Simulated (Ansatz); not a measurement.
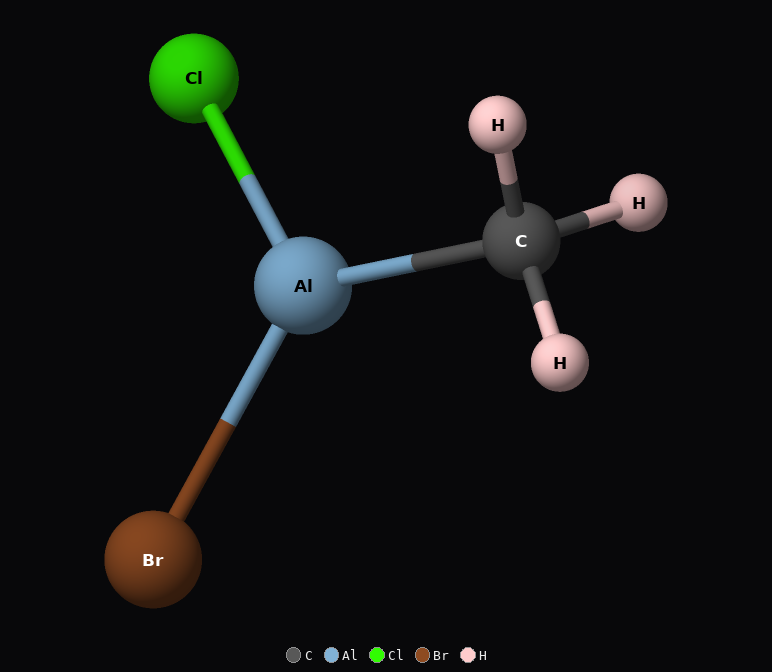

The picture shows a molecular structure as a ball-and-stick model.

The geometry was computed by an optimisation with PBE0-D4/def2-TZVP.

What does the picture show?

The molecule is CH3AlBrCl. As SMILES it reads `[CH3][Al]([Cl])[Br]`. The point group is Cs. Coordination: 1 C tetrahedral; 1 Al trigonal planar.

The parts below concern this one geometry. Atoms keep their numbers from picture to picture.

Vibrations

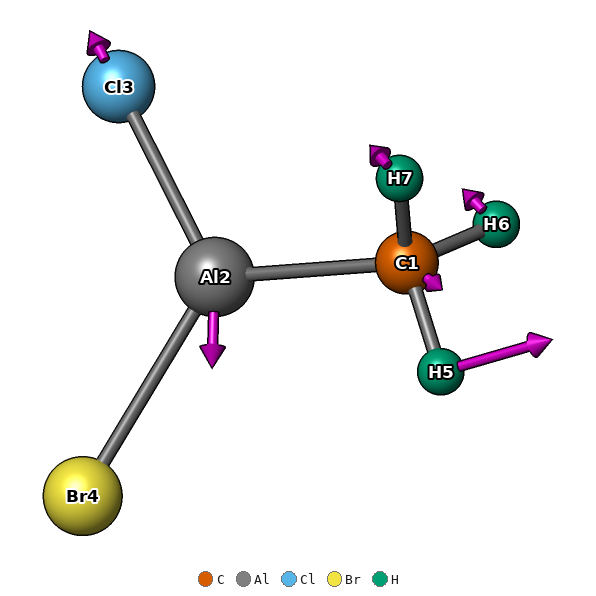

The arrows show one normal mode. Harmonic vibrations computed with RKS PBE0-D4/def2-TZVP (Ansatz 0.2.0) at a stationary point of the same level.

Estimate its harmonic wavenumber.

536 cm⁻¹; it is mode 6 of 15 counted from the lowest.

Levels of theory compared

Program: Ansatz 0.2.0.

Compare HOMO–LUMO gap (eV) at these levels: B3LYP-D4/def2-TZVPP; B97M-V/def2-TZVPP; BHLYP-D4/def2-TZVPP; BLYP-D4/def2-TZVPP; HSE06-D4/def2-TZVPP; PBE0-D4/def2-SVP; r2SCAN-D4/def2-TZVPP; r2SCAN0-D4/def2-TZVPP; r2SCANh-D4/def2-TZVPP; ωB97M-V/def2-SVP; ωB97M-V/def2-TZVPP; ωB97X-V/def2-TZVPP.

```csv
level,HOMO–LUMO gap (eV)
B3LYP-D4/def2-TZVPP,7.05
B97M-V/def2-TZVPP,6.09
BHLYP-D4/def2-TZVPP,9.44
BLYP-D4/def2-TZVPP,5.42
HSE06-D4/def2-TZVPP,6.75
PBE0-D4/def2-SVP,7.49
r2SCAN-D4/def2-TZVPP,6.12
r2SCAN0-D4/def2-TZVPP,7.92
r2SCANh-D4/def2-TZVPP,6.85
ωB97M-V/def2-SVP,11.41
ωB97M-V/def2-TZVPP,11.39
ωB97X-V/def2-TZVPP,11.81
```

Charges

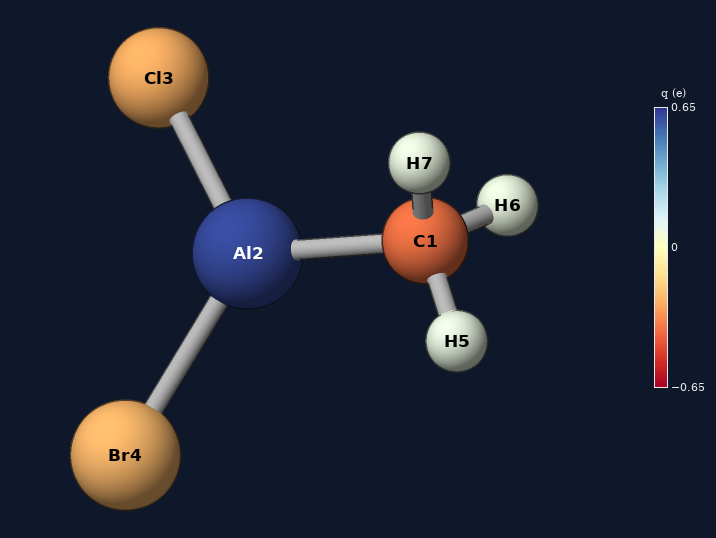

Atoms are coloured by their Mulliken charges. Level of theory: RKS r2SCAN-D4/def2-TZVPP (Ansatz 0.2.0).

Which atom carries the highest charge (most positive or least negative)?

Al2 (0.60 e).

And the lowest?

C1 (−0.37 e).

Give the Mulliken charges atom by atom.

```csv
atom,value (e)
C1,−0.37
Al2,0.60
Cl3,−0.24
Br4,−0.23
H5,0.08
H6,0.08
H7,0.08
```

Dipole moment

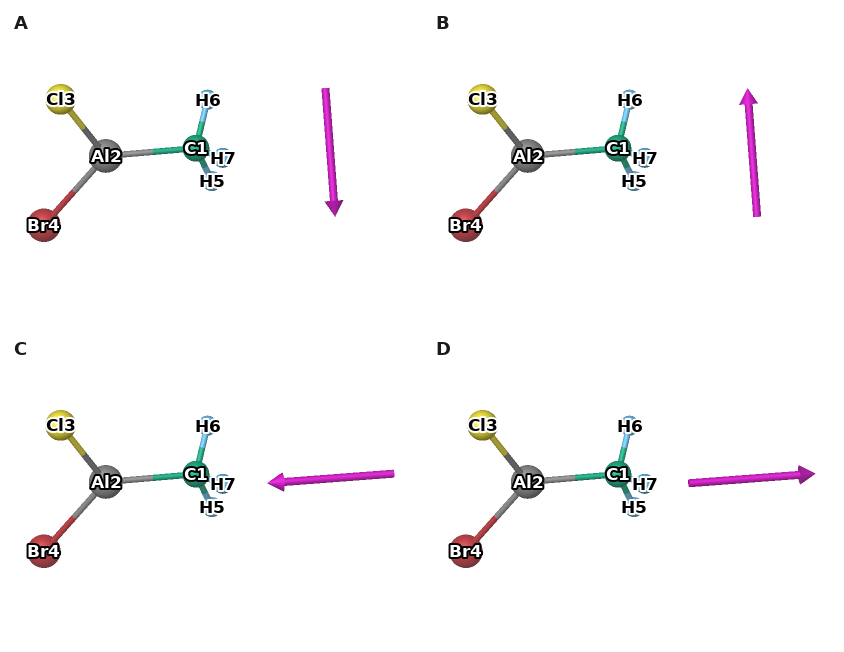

The same molecule four times, each with an arrow. Properties computed with RKS B3LYP-D4/def2-TZVPP (Ansatz 0.2.0).

Which arrow points along the dipole moment, from the negative to the positive end?

D. The dipole moment is 1.96 D; it points from the side of Cl3, Br4 to the side of H5, H6, H7 (the outermost atoms at the two ends).

Mulliken values depend strongly on the basis set and can even reverse the polarity of a bond.
